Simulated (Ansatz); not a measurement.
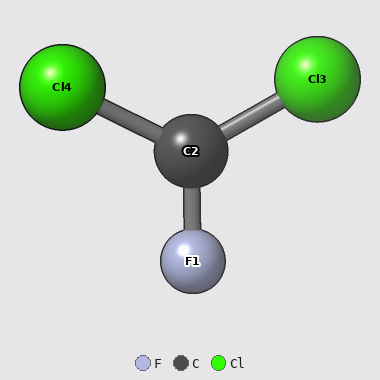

The system is CCl₂F, SMILES F[C+](Cl)Cl, charge +1; the picture shows the reference structure. Coordinates scanned: (1) bond length C2–Cl4; (2) angle Cl3–C2–Cl4. Nothing is relaxed (all other coordinates rigid). The grid has 15 × 15 points. All energies are given in eV relative to the relaxed molecule at the same level. Computed with RHF/def2-TZVP in Ansatz 0.2.0.

Its coordinates:

```xyz
4

F     0.5556    0.7934    0.8791
C     0.0309    0.0441    0.0488
Cl    0.5694   -1.4869   -0.0450
Cl   -1.1559    0.6494   -0.8828
```

Range: bond length C2–Cl4 from 1.431 to 2.032 Å; angle Cl3–C2–Cl4 from 79.0 to 169.0°.

What landscape does the calculation give?

The lowest grid point is at bond length C2–Cl4 = 1.645 Å, angle Cl3–C2–Cl4 = 124.0°, 0.007 eV from the relaxed molecule at the same level. No other kind of well shows on this grid. The highest grid point, bond length C2–Cl4 = 1.431 Å, angle Cl3–C2–Cl4 = 79.0°, lies 9.0 eV above the lowest. Round the minimum the two coordinates are weakly coupled (coupling 0.13 in units of the two stiffnesses).

| angle Cl3–C2–Cl4 ↓, bond length C2–Cl4 → | 1.431 | 1.474 | 1.517 | 1.559 | 1.602 | 1.645 | 1.688 | 1.731 | 1.774 | 1.817 | 1.860 | 1.903 | 1.946 | 1.989 | 2.032 |
| --- | --- | --- | --- | --- | --- | --- | --- | --- | --- | --- | --- | --- | --- | --- | --- |
| 169.0 | 7.5 | 7.1 | 6.9 | 6.8 | 6.8 | 6.8 | 6.9 | 7.1 | 7.2 | 7.4 | 7.6 | 7.9 | 8.1 | 8.3 | 8.6 |
| 162.6 | 5.2 | 4.8 | 4.6 | 4.5 | 4.5 | 4.5 | 4.6 | 4.7 | 4.9 | 5.1 | 5.3 | 5.5 | 5.8 | 6.0 | 6.2 |
| 156.2 | 3.6 | 3.2 | 3.0 | 2.8 | 2.8 | 2.8 | 2.9 | 3.1 | 3.2 | 3.4 | 3.7 | 3.9 | 4.1 | 4.3 | 4.6 |
| 149.7 | 2.5 | 2.1 | 1.8 | 1.7 | 1.6 | 1.7 | 1.8 | 1.9 | 2.1 | 2.3 | 2.5 | 2.7 | 2.9 | 3.2 | 3.4 |
| 143.3 | 1.7 | 1.3 | 1.1 | 0.9 | 0.9 | 0.9 | 1.0 | 1.1 | 1.3 | 1.5 | 1.7 | 1.9 | 2.1 | 2.4 | 2.6 |
| 136.9 | 1.3 | 0.8 | 0.6 | 0.4 | 0.4 | 0.4 | 0.5 | 0.6 | 0.7 | 0.9 | 1.1 | 1.4 | 1.6 | 1.8 | 2.1 |
| 130.4 | 1.0 | 0.6 | 0.3 | 0.2 | 0.1 | 0.1 | 0.2 | 0.3 | 0.4 | 0.6 | 0.8 | 1.0 | 1.3 | 1.5 | 1.7 |
| 124.0 | 1.0 | 0.6 | 0.3 | 0.1 | 0.0 | 0.0 | 0.1 | 0.2 | 0.3 | 0.5 | 0.7 | 0.9 | 1.1 | 1.3 | 1.6 |
| 117.6 | 1.2 | 0.7 | 0.4 | 0.2 | 0.1 | 0.1 | 0.1 | 0.2 | 0.4 | 0.5 | 0.7 | 0.9 | 1.1 | 1.3 | 1.6 |
| 111.2 | 1.6 | 1.1 | 0.7 | 0.5 | 0.4 | 0.3 | 0.4 | 0.4 | 0.6 | 0.7 | 0.9 | 1.1 | 1.3 | 1.5 | 1.7 |
| 104.7 | 2.2 | 1.7 | 1.3 | 1.0 | 0.9 | 0.8 | 0.8 | 0.9 | 0.9 | 1.1 | 1.2 | 1.4 | 1.6 | 1.8 | 2.0 |
| 98.3 | 3.2 | 2.6 | 2.1 | 1.8 | 1.6 | 1.5 | 1.5 | 1.5 | 1.5 | 1.6 | 1.8 | 1.9 | 2.1 | 2.2 | 2.4 |
| 91.9 | 4.5 | 3.8 | 3.3 | 3.0 | 2.7 | 2.6 | 2.5 | 2.4 | 2.4 | 2.5 | 2.5 | 2.6 | 2.8 | 2.9 | 3.0 |
| 85.4 | 6.4 | 5.7 | 5.1 | 4.6 | 4.3 | 4.1 | 3.9 | 3.8 | 3.7 | 3.7 | 3.7 | 3.7 | 3.8 | 3.9 | 4.0 |
| 79.0 | 9.0 | 8.2 | 7.5 | 7.0 | 6.5 | 6.2 | 5.9 | 5.7 | 5.5 | 5.4 | 5.3 | 5.3 | 5.2 | 5.2 | 5.3 |

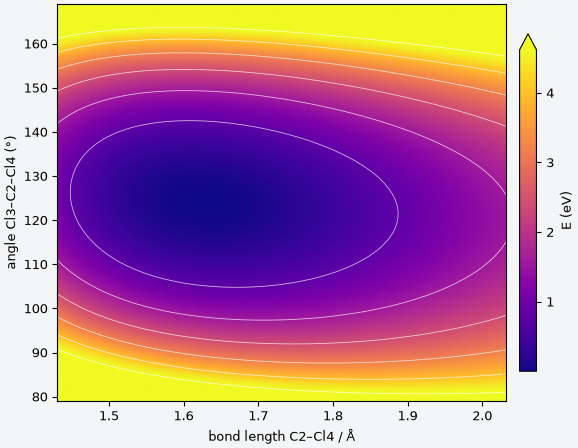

In the figure: a smooth colour map with a few white contour lines, one colour for all values above the top of the scale. Between grid points the surface is interpolated.

The whole map (225 points run) took 17 min on 1 thread of Arm Neoverse N1, with other jobs on the host.
